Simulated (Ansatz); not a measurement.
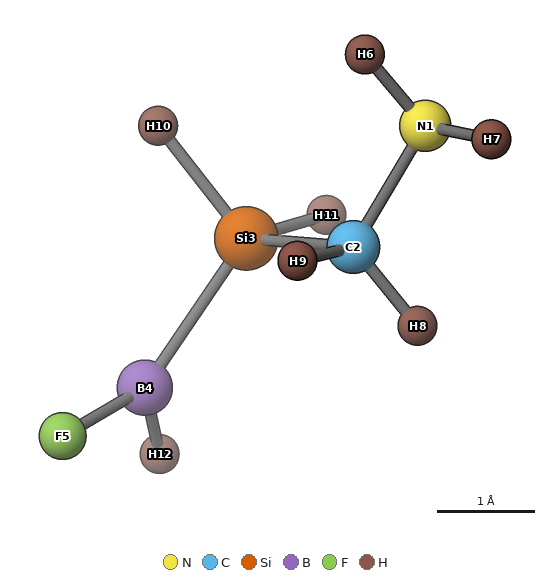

*The structure as given in the input (ball-and-stick view, seen at a tilt; atoms are numbered from 1 in the order of the input).*

## Geometry relaxation, with input and output: CH7BFNSi (part 1 of 2)

The run: geometry relaxation of CH7BFNSi, SMILES NC[SiH2]BF. Method and program: RKS PBE0/def2-SVP (Ansatz 0.2.0).

It belongs to a series of runs on one base structure; here: end point A relaxed. Figures and captions count atoms from 1; the log counts them from 0 in places.

## Log
```
The last accepted step is kept in [file] (removed where the run ends without a failure and the disk answers)
Engine: ansatz 0.2.0, aarch64-unknown-linux-gnu
Functional definition: PBE0
  parameter a = 0.25
  parameter kappa = 0.804
  parameter beta = 0.06672455060314922
  exchange = (1 - a)*pbe_x(kappa = kappa, mu = beta*pi^2/3) + a*exact_x
  correlation = pbe_c(beta = beta)
1186 factors; integrals over basis functions are off by at most 4.1e-4 eV
mean field evaluation 1: about -13889.2313 eV, gradient 5.0e1 eV
mean field evaluation 2: about -13883.5265 eV, gradient 7.0e1 eV
mean field evaluation 4: about -13894.5390 eV, gradient 2.9e0 eV
mean field evaluation 8: about -13894.5851 eV, gradient 6.7e-2 eV
mean field evaluation 16: about -13894.5851 eV, gradient 9.8e-6 eV
mean field -13894.58510345 eV, -510.6165844637 hartree, gradient 9.8e-6 eV, S^2 0.000000; 0 other end points of the search recorded, 0 dependent functions left out
the calculation of the forces begins
reference -13894.58513249 eV, -510.6165855310 hartree; 24, 24 occupied and 85, 85 virtual orbitals, 1186 factors
relax step   1: F+E_penalty+E_count = -13894.58510345 eV  Δ(F+E_penalty+E_count) = +0.000e0 eV  max|allowed force component| = 4.621e0 eV/Å  Δτ_max = 0.0000 Å  (27 SCF iters, accepted)
these checks for a lower state are left out or cut short: starts, cluster_reference, orbital_swaps, neighbouring_geometries, increment
1186 factors; integrals over basis functions are off by at most 4.9e-4 eV
mean field -13895.04440644 eV, -510.6334635372 hartree, gradient 2.7e-5 eV, S^2 0.000000; 0 other end points of the search recorded, 0 dependent functions left out
[... from here on the field's lines of each further geometry are left out, up to the last ...]
relax step   2: F+E_penalty+E_count = -13895.04440644 eV  Δ(F+E_penalty+E_count) = -4.593e-1 eV  max|allowed force component| = 3.678e0 eV/Å  Δτ_max = 0.1941 Å  (35 SCF iters, accepted)
relax step   3: F+E_penalty+E_count = -13895.22979127 eV  Δ(F+E_penalty+E_count) = -1.854e-1 eV  max|allowed force component| = 1.278e0 eV/Å  Δτ_max = 0.1815 Å  (28 SCF iters, accepted)
relax step   4: F+E_penalty+E_count = -13895.30780261 eV  Δ(F+E_penalty+E_count) = -7.801e-2 eV  max|allowed force component| = 1.157e0 eV/Å  Δτ_max = 0.1930 Å  (28 SCF iters, accepted)
relax step   5: F+E_penalty+E_count = -13895.34056493 eV  Δ(F+E_penalty+E_count) = -3.276e-2 eV  max|allowed force component| = 3.636e-1 eV/Å  Δτ_max = 0.1647 Å  (28 SCF iters, accepted)
relax step   6: F+E_penalty+E_count = -13895.34672880 eV  Δ(F+E_penalty+E_count) = -6.164e-3 eV  max|allowed force component| = 2.234e-1 eV/Å  Δτ_max = 0.0320 Å  (29 SCF iters, accepted)
relax step   7: F+E_penalty+E_count = -13895.35190314 eV  Δ(F+E_penalty+E_count) = -5.174e-3 eV  max|allowed force component| = 9.978e-2 eV/Å  Δτ_max = 0.0263 Å  (30 SCF iters, accepted)
relax step   8: F+E_penalty+E_count = -13895.35379384 eV  Δ(F+E_penalty+E_count) = -1.891e-3 eV  max|allowed force component| = 6.493e-2 eV/Å  Δτ_max = 0.0312 Å  (30 SCF iters, accepted)
relax step   9: F+E_penalty+E_count = -13895.35544519 eV  Δ(F+E_penalty+E_count) = -1.651e-3 eV  max|allowed force component| = 1.067e-1 eV/Å  Δτ_max = 0.1173 Å  (30 SCF iters, accepted)
relax step  10: F+E_penalty+E_count = -13895.35742209 eV  Δ(F+E_penalty+E_count) = -1.977e-3 eV  max|allowed force component| = 1.371e-1 eV/Å  Δτ_max = 0.0423 Å  (29 SCF iters, accepted)
relax step  11: F+E_penalty+E_count = -13895.36394684 eV  Δ(F+E_penalty+E_count) = -6.525e-3 eV  max|allowed force component| = 1.289e-1 eV/Å  Δτ_max = 0.1592 Å  (28 SCF iters, accepted)
relax step  12: F+E_penalty+E_count = -13895.32507983 eV  Δ(F+E_penalty+E_count) = +3.887e-2 eV  max|allowed force component| = 5.592e-1 eV/Å  Δτ_max = 0.1782 Å  (29 SCF iters, rejected (line search))
relax step  13: F+E_penalty+E_count = -13895.36706863 eV  Δ(F+E_penalty+E_count) = -3.122e-3 eV  max|allowed force component| = 9.835e-2 eV/Å  Δτ_max = 0.0869 Å  (29 SCF iters, accepted)
relax step  14: F+E_penalty+E_count = -13895.36874947 eV  Δ(F+E_penalty+E_count) = -1.681e-3 eV  max|allowed force component| = 2.141e-1 eV/Å  Δτ_max = 0.0975 Å  (28 SCF iters, accepted)
relax step  15: F+E_penalty+E_count = -13895.37050540 eV  Δ(F+E_penalty+E_count) = -1.756e-3 eV  max|allowed force component| = 2.530e-1 eV/Å  Δτ_max = 0.0563 Å  (29 SCF iters, accepted)
relax step  16: F+E_penalty+E_count = -13895.36283248 eV  Δ(F+E_penalty+E_count) = +7.673e-3 eV  max|allowed force component| = 5.806e-1 eV/Å  Δτ_max = 0.1159 Å  (30 SCF iters, rejected (line search))
relax step  17: F+E_penalty+E_count = -13895.37345762 eV  Δ(F+E_penalty+E_count) = -2.952e-3 eV  max|allowed force component| = 1.285e-1 eV/Å  Δτ_max = 0.0579 Å  (29 SCF iters, accepted)
relax step  18: F+E_penalty+E_count = -13895.37560617 eV  Δ(F+E_penalty+E_count) = -2.149e-3 eV  max|allowed force component| = 8.975e-2 eV/Å  Δτ_max = 0.0976 Å  (29 SCF iters, accepted)
relax step  19: F+E_penalty+E_count = -13895.37580060 eV  Δ(F+E_penalty+E_count) = -1.944e-4 eV  max|allowed force component| = 1.706e-1 eV/Å  Δτ_max = 0.0883 Å  (29 SCF iters, accepted)
relax step  20: F+E_penalty+E_count = -13895.37187878 eV  Δ(F+E_penalty+E_count) = +3.922e-3 eV  max|allowed force component| = 2.318e-1 eV/Å  Δτ_max = 0.0235 Å  (30 SCF iters, rejected (line search))
relax step  21: F+E_penalty+E_count = -13895.37699162 eV  Δ(F+E_penalty+E_count) = -1.191e-3 eV  max|allowed force component| = 9.209e-2 eV/Å  Δτ_max = 0.0117 Å  (25 SCF iters, accepted)
relax step  22: F+E_penalty+E_count = -13895.37781133 eV  Δ(F+E_penalty+E_count) = -8.197e-4 eV  max|allowed force component| = 7.743e-3 eV/Å  Δτ_max = 0.0415 Å  (28 SCF iters, accepted)
relax step  23: F+E_penalty+E_count = -13895.37808931 eV  Δ(F+E_penalty+E_count) = -2.780e-4 eV  max|allowed force component| = 2.467e-2 eV/Å  Δτ_max = 0.0467 Å  (28 SCF iters, accepted)
relax step  24: F+E_penalty+E_count = -13895.37597011 eV  Δ(F+E_penalty+E_count) = +2.119e-3 eV  max|allowed force component| = 2.036e-1 eV/Å  Δτ_max = 0.1028 Å  (30 SCF iters, rejected (line search))
relax step  25: F+E_penalty+E_count = -13895.37821316 eV  Δ(F+E_penalty+E_count) = -1.239e-4 eV  max|allowed force component| = 3.239e-2 eV/Å  Δτ_max = 0.0427 Å  (28 SCF iters, accepted)
relax step  26: F+E_penalty+E_count = -13895.37824532 eV  Δ(F+E_penalty+E_count) = -3.215e-5 eV  max|allowed force component| = 1.608e-2 eV/Å  Δτ_max = 0.0067 Å  (24 SCF iters, accepted)
the calculation of the forces begins
reference -13895.37829513 eV, -510.6457337202 hartree; 24, 24 occupied and 85, 85 virtual orbitals, 1186 factors
relax step  27: F+E_penalty+E_count = -13895.37826583 eV  Δ(F+E_penalty+E_count) = -2.051e-5 eV  max|allowed force component| = 4.052e-3 eV/Å  Δτ_max = 0.0058 Å  (23 SCF iters, accepted)
```

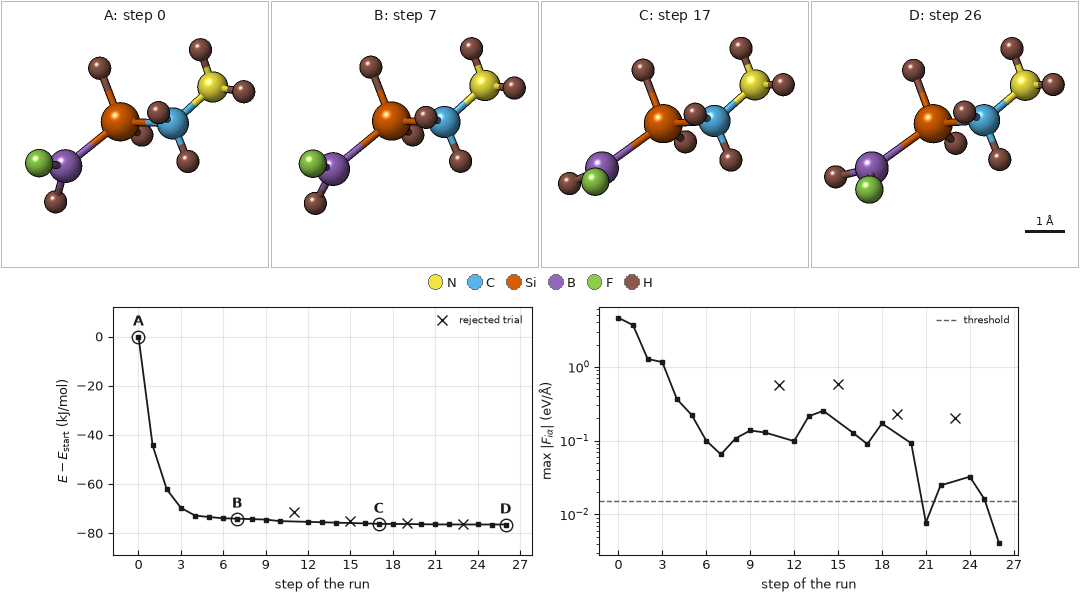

*Frames of the relaxation (ball-and-stick view, seen at an oblique angle) above the curves, on which the letters mark them (the first geometry is step 0 here and step 1 in the log).*

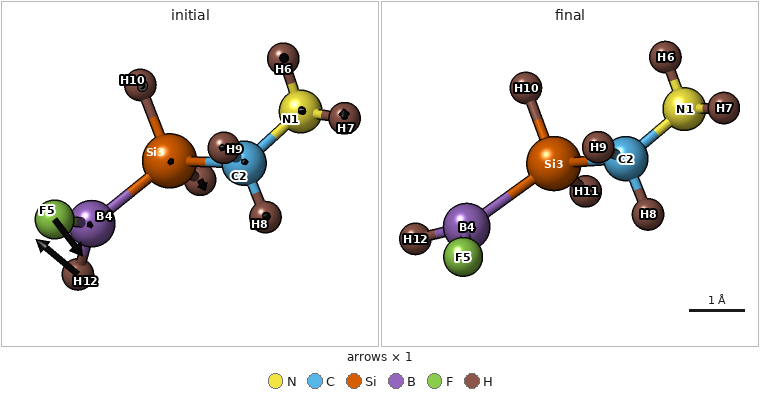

*Before (left) and after (right) the relaxation, at one scale (ball-and-stick view, seen at an oblique angle). The black arrows give the displacements, at true length.*

H12 moves most after the best rigid fit: 1.02 Å. By element the largest moves are H 1.02 Å, F 0.86 Å, N 0.15 Å, B 0.11 Å, C 0.11 Å, Si 0.10 Å. Among the contacts that change: Si3–B4 1.887 → 2.039 Å, B4–F5 1.460 → 1.325 Å, N1–H7 1.093 → 1.018 Å, C2–Si3 1.854 → 1.897 Å. Among the angles that change: C2–N1–H7 104.8° → 111.1°, N1–C2–H9 109.6° → 115.8°, H6–N1–H7 101.3° → 106.4°. Over 26 geometry steps the energy falls by 76.5 kJ/mol. The largest force component goes from 4.6 to 0.0041 eV/Å. The line search rejected the trial steps at points 11, 15, 19, 23 (counted from 0) and went back. (Atoms are counted from 1 in the order of the input.)

```
1186 factors; integrals over basis functions are off by at most 5.3e-4 eV
mean field -13895.37826583 eV, -510.6457326434 hartree, gradient 9.7e-6 eV, S^2 0.000000; 1 other end points of the search recorded, 0 dependent functions left out
the calculation of the forces begins
reference -13895.37829513 eV, -510.6457337202 hartree; 24, 24 occupied and 85, 85 virtual orbitals, 1186 factors
Total energy: -13895.37829513 eV, -510.6457337202 hartree
Atom 0 at     0.090389     1.611740     1.451749 Å, force    -0.000041    -0.000550    -0.000574 eV/Å
Atom 1 at    -0.463624     0.852151     0.345399 Å, force    -0.000809     0.002912     0.003446 eV/Å
Atom 2 at     0.495072    -0.760650     0.066408 Å, force     0.003704    -0.001286     0.001125 eV/Å
Atom 3 at    -0.154735    -1.802017    -1.561122 Å, force    -0.002168     0.000696    -0.004052 eV/Å
Atom 4 at    -1.116735    -1.311798    -2.329541 Å, force     0.003780    -0.002735     0.003986 eV/Å
Atom 5 at     1.040531     1.911486     1.243003 Å, force    -0.000149    -0.000208     0.000059 eV/Å
Atom 6 at    -0.447625     2.459600     1.620897 Å, force    -0.000821    -0.000282    -0.000343 eV/Å
Atom 7 at    -1.498402     0.553744     0.591607 Å, force    -0.000457     0.000061    -0.001058 eV/Å
Atom 8 at    -0.535875     1.391529    -0.625172 Å, force     0.000055     0.000889    -0.001489 eV/Å
Atom 9 at     1.948163    -0.438354    -0.148486 Å, force    -0.000618    -0.000507    -0.001232 eV/Å
Atom 10 at     0.425807    -1.641576     1.276568 Å, force    -0.000691    -0.000913    -0.000454 eV/Å
Atom 11 at     0.294133    -2.881154    -1.897210 Å, force    -0.001785     0.001922     0.000587 eV/Å
Dipole moment:    -0.003586     0.257896    -0.099221 e Å
```

## Trajectory as extended XYZ (Å, eV, eV/Å), 27 frames, from step=1 to step=27
```
12
Properties=species:S:1:pos:R:3:forces:R:3 step=1 energy=-13894.58510
N     0.1116    1.4682    1.4717   -1.4326   2.4505   0.4592
C    -0.5004    0.7482    0.3501    1.5193   1.0996   0.2123
Si    0.5438   -0.7383   -0.0184    1.4729   0.5721   1.6151
B    -0.1130   -1.7408   -1.4760   -1.7787   0.4447  -4.6211
F    -0.3633   -1.1348   -2.7802    0.7282  -1.7270   3.3772
H     0.9404    1.9918    1.1262   -0.5031  -0.5743   0.2090
H    -0.5818    2.2838    1.6910    1.6278  -1.7758  -0.1560
H    -1.4761    0.4130    0.6118   -1.2948  -0.3035   0.3480
H    -0.5574    1.4028   -0.5175   -0.4192  -0.0112  -0.8042
H     1.9313   -0.2924   -0.3467    0.1756   0.1359   0.0161
H     0.6359   -1.5902    1.2138   -0.0386   0.0057  -0.1079
H    -0.4939   -2.8666   -1.2917   -0.0568  -0.3167  -0.5478
12
Properties=species:S:1:pos:R:3:forces:R:3 step=2 energy=-13895.04441
N     0.1068    1.5310    1.4960   -0.5404   0.9315  -0.1861
C    -0.4929    0.7980    0.3711    0.4652   0.5745   0.4241
Si    0.5504   -0.7173   -0.0148    0.1729   0.2772   0.8184
B    -0.2556   -1.7696   -1.4748    0.7601  -0.2473  -3.6781
F    -0.2183   -1.2625   -2.7981   -0.3824  -0.8127   2.7178
H     0.9449    2.0176    1.1583   -0.1116  -0.2364   0.1420
H    -0.5284    2.3122    1.7688    0.5114  -0.7284  -0.1504
H    -1.4809    0.4444    0.6732   -0.3621  -0.1077   0.0519
H    -0.6246    1.3979   -0.5493   -0.1415   0.0003  -0.1165
H     1.9386   -0.2565   -0.3584   -0.0504  -0.0880  -0.1292
H     0.6447   -1.5794    1.2050    0.0231   0.0151  -0.0099
H    -0.5077   -2.9710   -1.4428   -0.3443   0.4220   0.1159
12
Properties=species:S:1:pos:R:3:forces:R:3 step=3 energy=-13895.22979
N     0.0862    1.5871    1.5131   -0.2811  -0.1170  -0.1218
C    -0.4890    0.8233    0.4076    0.1140   0.2076   0.1324
Si    0.5595   -0.7032   -0.0010   -0.1047  -0.2410  -0.9775
B    -0.1990   -1.8060   -1.6433    0.5283   0.4767   1.2781
F    -0.1820   -1.3811   -2.8927   -0.1380  -0.1953   0.1273
H     0.9632    2.0294    1.2427   -0.0407  -0.0774  -0.0687
H    -0.5460    2.3416    1.7777    0.0706   0.0050   0.0381
H    -1.4838    0.4361    0.7014    0.0876   0.1037   0.0448
H    -0.6530    1.4000   -0.5311   -0.0247  -0.0635   0.0386
H     1.9416   -0.2570   -0.3876    0.0360   0.0561   0.1138
H     0.6761   -1.6162    1.1761   -0.0360   0.0015   0.0177
H    -0.5965   -2.9093   -1.3288   -0.2113  -0.1565  -0.6228
12
Properties=species:S:1:pos:R:3:forces:R:3 step=4 energy=-13895.30780
N     0.0716    1.5843    1.5041    0.1064  -0.3992  -0.4006
C    -0.4758    0.8225    0.3821   -0.2075   0.1434   0.1068
Si    0.5840   -0.7112   -0.0042    0.0056  -0.2339  -0.1188
B    -0.1743   -1.8370   -1.5571   -0.1770   0.6926  -0.8895
F    -0.2961   -1.2688   -2.7851    0.1124  -0.6424   1.1574
H     0.9511    2.0181    1.2362    0.0990  -0.0043  -0.0003
H    -0.5452    2.3440    1.7605   -0.2376   0.2043   0.0617
H    -1.4799    0.4480    0.6696    0.1592   0.0354  -0.0551
H    -0.6319    1.3873   -0.5699    0.0406  -0.0366   0.1861
H     1.9750   -0.2510   -0.3489   -0.0501  -0.0236   0.0049
H     0.6733   -1.6027    1.1923    0.0334   0.0543   0.0703
H    -0.5748   -2.9887   -1.4454    0.1156   0.2099  -0.1229
12
Properties=species:S:1:pos:R:3:forces:R:3 step=5 energy=-13895.34057
N     0.0619    1.5770    1.4656   -0.1530  -0.1293  -0.1623
C    -0.4851    0.7980    0.3544    0.2571   0.1700   0.3636
Si    0.6035   -0.7403    0.0325   -0.2284   0.1260  -0.2451
B    -0.1799   -1.7816   -1.5403    0.0013  -0.2977   0.1543
F    -0.3945   -1.1723   -2.6950   -0.0138   0.0256  -0.0494
H     0.9650    1.9801    1.2243   -0.0189  -0.0209  -0.0542
H    -0.5501    2.3566    1.7008    0.0145  -0.0031  -0.0114
H    -1.4835    0.4257    0.6495    0.0411   0.0031  -0.0521
H    -0.6306    1.3606   -0.5960    0.0143  -0.1180   0.0327
H     1.9883   -0.2817   -0.3195    0.0348   0.0177   0.0329
H     0.6861   -1.6151    1.2371    0.0054   0.0212   0.0875
H    -0.5040   -2.9625   -1.4793    0.0458   0.2056  -0.0966
12
Properties=species:S:1:pos:R:3:forces:R:3 step=6 energy=-13895.34673
N     0.0620    1.5928    1.4638   -0.0561  -0.1332  -0.1189
C    -0.4819    0.7943    0.3720    0.1449   0.0505   0.1861
Si    0.5930   -0.7485    0.0288   -0.1313   0.1321   0.0133
B    -0.1774   -1.7878   -1.5434   -0.0109  -0.1883   0.2234
F    -0.3836   -1.1466   -2.6794   -0.0620   0.0034  -0.2091
H     0.9650    1.9891    1.2125   -0.0032  -0.0090  -0.0307
H    -0.5488    2.3776    1.6833    0.0019  -0.0030  -0.0182
H    -1.4772    0.4196    0.6730    0.0200   0.0080  -0.0433
H    -0.6325    1.3320   -0.5900   -0.0215  -0.0161   0.0071
H     1.9789   -0.2918   -0.3191    0.0506   0.0141   0.0084
H     0.6770   -1.6183    1.2364    0.0259  -0.0127   0.0956
H    -0.4973   -2.9675   -1.5038    0.0417   0.1543  -0.1137
12
Properties=species:S:1:pos:R:3:forces:R:3 step=7 energy=-13895.35190
N     0.0671    1.5903    1.4617   -0.0200   0.0065  -0.0156
C    -0.4838    0.7942    0.3790    0.0804  -0.0106   0.0476
Si    0.5836   -0.7479    0.0325   -0.0873   0.0774   0.0647
B    -0.1819   -1.7886   -1.5428    0.0253  -0.0694  -0.0614
F    -0.3840   -1.1483   -2.6872   -0.0280  -0.0607   0.0404
H     0.9684    1.9840    1.1991   -0.0024  -0.0064  -0.0055
H    -0.5404    2.3792    1.6793    0.0300  -0.0251  -0.0075
H    -1.4784    0.4227    0.6817   -0.0173  -0.0078  -0.0194
H    -0.6375    1.3285   -0.5836   -0.0286   0.0075  -0.0206
H     1.9721   -0.2914   -0.3111    0.0269   0.0026  -0.0117
H     0.6737   -1.6072    1.2504    0.0097  -0.0137   0.0359
H    -0.4819   -2.9709   -1.5249    0.0112   0.0998  -0.0469
12
Properties=species:S:1:pos:R:3:forces:R:3 step=8 energy=-13895.35379
N     0.0764    1.5958    1.4518   -0.0426   0.0008   0.0050
C    -0.4864    0.7904    0.3832    0.0649  -0.0190   0.0061
Si    0.5769   -0.7544    0.0439   -0.0491   0.0564   0.0247
B    -0.1745   -1.7859   -1.5473   -0.0100  -0.0441   0.0186
F    -0.3949   -1.1286   -2.6774   -0.0141  -0.0302  -0.0038
H     0.9715    1.9921    1.1738    0.0134  -0.0079  -0.0120
H    -0.5313    2.3830    1.6732    0.0194  -0.0105  -0.0008
H    -1.4785    0.4198    0.6957   -0.0129   0.0055   0.0041
H    -0.6506    1.3152   -0.5833   -0.0179   0.0050  -0.0117
H     1.9682   -0.3000   -0.2939    0.0244   0.0012  -0.0048
H     0.6626   -1.6134    1.2635    0.0006  -0.0102   0.0161
H    -0.4623   -2.9694   -1.5492    0.0238   0.0529  -0.0415
12
Properties=species:S:1:pos:R:3:forces:R:3 step=9 energy=-13895.35544
N     0.1019    1.6133    1.4281   -0.0530  -0.0477  -0.0146
C    -0.4966    0.7851    0.3959    0.0272  -0.0065  -0.0487
Si    0.5517   -0.7703    0.0713   -0.0439   0.0230  -0.0107
B    -0.1703   -1.7806   -1.5524    0.0969  -0.0881   0.0228
F    -0.4253   -1.0806   -2.6490   -0.0510  -0.0159  -0.0102
H     0.9858    2.0059    1.1110    0.0009  -0.0254  -0.0128
H    -0.4984    2.4022    1.6576   -0.0175   0.0337   0.0072
H    -1.4827    0.4222    0.7388    0.0279   0.0413   0.0388
H    -0.6888    1.2850   -0.5809    0.0158  -0.0042   0.0473
H     1.9510   -0.3248   -0.2532    0.0051  -0.0195  -0.0060
H     0.6228   -1.6316    1.2922   -0.0080   0.0027  -0.0152
H    -0.3739   -2.9811   -1.6254   -0.0003   0.1067   0.0023
```
